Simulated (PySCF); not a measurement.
## Run report: C2H8BSi (charge −1), NMR shielding calculation

- system: C2H8BSi, charge −1, SMILES CBC[SiH2-]
- method: GIAO PBE0/pcSseg-1 NMR shielding, non-relativistic, IEF-PCM dimethylsulfoxide (PySCF 2.14.0)

The geometry comes from this level: GFN2-xTB. Figures and captions count atoms from 1; the log counts them from 0 in places.

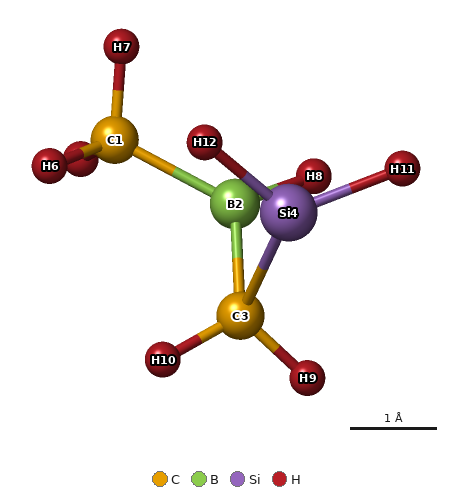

Figure 1. The input geometry (ball-and-stick view, seen at a tilt; atoms are numbered from 1 in the order of the input). Bond lengths as drawn: B–C 1.53 to 1.61 Å, B–H 1.20 Å, C–H 1.09 to 1.10 Å, C–Si 1.92 Å and H–Si 1.43 Å.

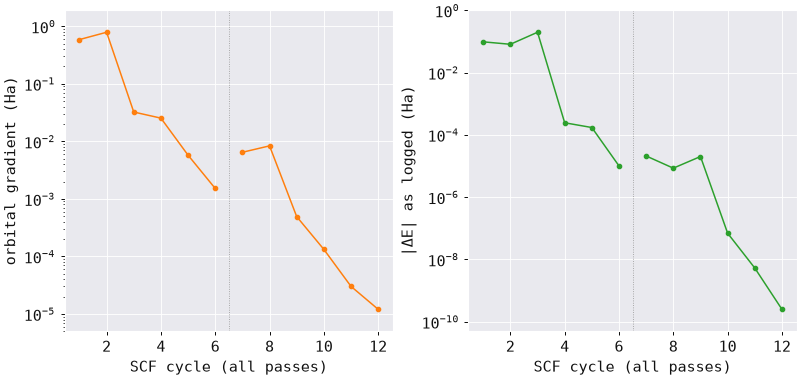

Figure 2. Convergence of the self-consistent field: orbital gradient and size of the energy change against the SCF cycle. The dotted line marks the change from a coarse to the final integration grid. The first 6 cycles use a coarse grid, the final grid takes over at cycle 7, and the field converges after 12 cycles in all.

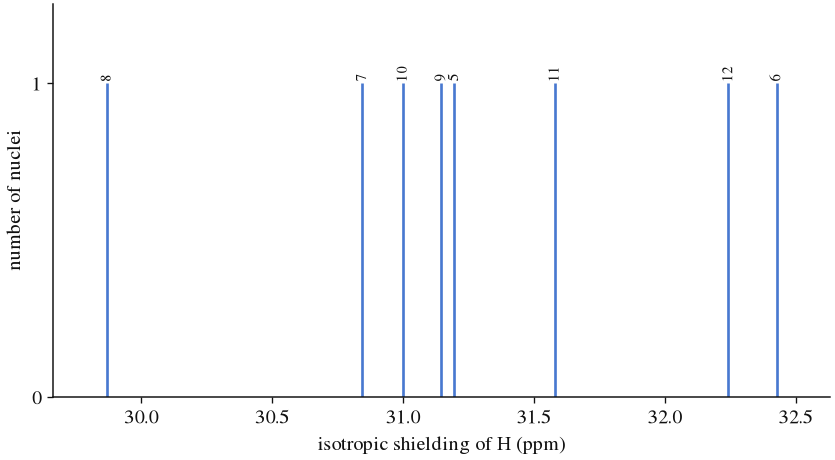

Figure 3. Isotropic shieldings of the hydrogen nuclei in this fixed geometry, labelled by atom number; shielding grows to the right, so chemical shift grows to the left. The least shielded is H8 (29.9 ppm), the most shielded H6 (32.4 ppm).

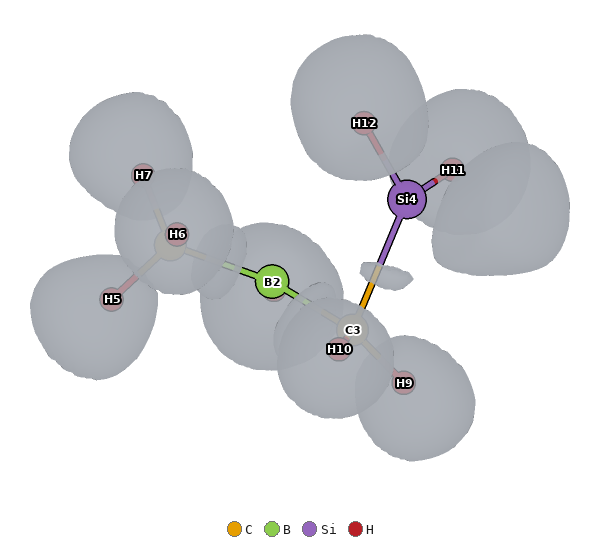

Figure 4. Isosurface of the ELF at 0.85 (grey), seen face on. Core shells and regions of very low density are left out. Along the contacts the grid gives the following. C–B (1.53 Å): the ELF peaks at about 0.95 between the atoms (a covalent bond).

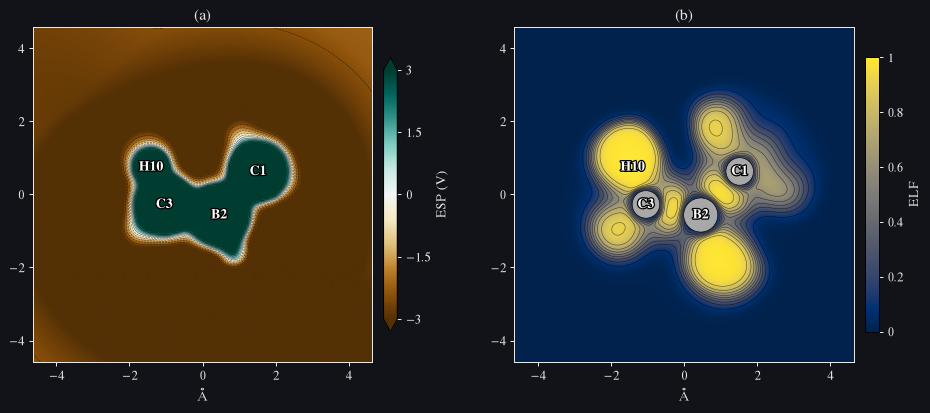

Figure 5. (a) molecular electrostatic potential; (b) ELF on the plane of atoms B2, C3 and H10. Grey discs, where drawn, cover atomic cores. The section cuts through C, B and H sites. C–B (1.61 Å): the ELF peaks at about 1 between the atoms (a shared electron pair).

The input and output of the run follow.

Input file:
```
{"job": {"kind": "nmr", "xc": "PBE0", "basis": "pcSseg-1", "solvent": "dimethylsulfoxide", "pop": false}, "charge": -1, "multiplicity": 1}
C     -1.452113     0.641527    -0.303245
B     -0.229103    -0.379576    -0.548113
C      0.421880    -1.111542     0.624005
Si     1.717956     0.285792     0.387805
H     -2.412232     0.154219    -0.512794
H     -1.497541     0.997879     0.728252
H     -1.409185     1.525057    -0.947390
H     -0.048468    -0.768312    -1.664838
H      0.897221    -2.078890     0.483907
H     -0.006239    -1.057033     1.621604
H      2.625076     0.191201    -0.710772
H      1.392751     1.599677     0.841578
```

The first line tells a small driver script what to run in PySCF; the rest is the geometry in Å.

Command:
```bash
OMP_NUM_THREADS=1 python <driver script> task.json out
```

Log:
```
coarse grid: 9848 points
cycle   1  E = -395.0090249080  dE =  9.667e-02  |g| = 5.857e-01  |ddm| = 3.019e+00
cycle   2  E = -394.9283812083  dE =  8.064e-02  |g| = 7.852e-01  |ddm| = 1.943e+00
cycle   3  E = -395.1248112919  dE = -1.964e-01  |g| = 3.226e-02  |ddm| = 1.163e+00
cycle   4  E = -395.1250540234  dE = -2.427e-04  |g| = 2.527e-02  |ddm| = 8.638e-02
cycle   5  E = -395.1252248625  dE = -1.708e-04  |g| = 5.736e-03  |ddm| = 2.821e-02
cycle   6  E = -395.1252348313  dE = -9.969e-06  |g| = 1.515e-03  |ddm| = 9.385e-03
final grid: 88528 points
cycle   7  E = -395.1459124995  dE = -2.082e-05  |g| = 6.445e-03  |ddm| = 2.480e-02
cycle   8  E = -395.1459040482  dE =  8.451e-06  |g| = 8.329e-03  |ddm| = 1.578e-02
cycle   9  E = -395.1459240529  dE = -2.000e-05  |g| = 4.908e-04  |ddm| = 9.861e-03
cycle  10  E = -395.1459241217  dE = -6.877e-08  |g| = 1.323e-04  |ddm| = 9.006e-04
cycle  11  E = -395.1459241269  dE = -5.231e-09  |g| = 3.010e-05  |ddm| = 2.179e-04
cycle  12  E = -395.1459241272  dE = -2.465e-10  |g| = 1.202e-05  |ddm| = 8.077e-05
converged SCF energy = -395.1459241272

GIAO shielding tensors (ppm)
atom      isotropic    diamagn.    paramagn.     s11        s22        s33       span
  0 C      179.188     247.689     -68.500    171.475    176.473    189.617     18.142
  1 B      119.435     189.130     -69.695     92.650    131.136    134.519     41.869
  2 C      174.712     252.235     -77.523    165.116    176.715    182.306     17.191
  3 Si     612.275     883.027    -270.752    411.017    630.380    795.428    384.411
  4 H       31.196      29.943       1.253     26.519     28.134     38.934     12.416
  5 H       32.426      31.701       0.725     28.188     31.600     37.490      9.302
  6 H       30.844      30.470       0.374     25.657     29.404     37.471     11.814
  7 H       29.868      30.935      -1.066     26.582     28.918     34.105      7.524
  8 H       31.144      30.736       0.407     23.695     27.473     42.263     18.568
  9 H       30.999      31.556      -0.557     24.882     27.980     40.135     15.253
 10 H       31.580      32.193      -0.613     25.739     29.266     39.733     13.995
 11 H       32.243      32.602      -0.359     25.761     31.031     39.937     14.176
```

Summary:

```csv
quantity,value
outcome,converged
total energy,−395.145924 hartree
HOMO,−3.77 eV
LUMO,1.04 eV
"isotropic shielding, C",174.7 to 179.2 ppm
"isotropic shielding, B",119.4 ppm
"isotropic shielding, Si",612.3 ppm
"isotropic shielding, H",29.9 to 32.4 ppm
hardware,"1 CPU thread, shared host"
wall time,12 s
peak memory,0.6 GiB
```
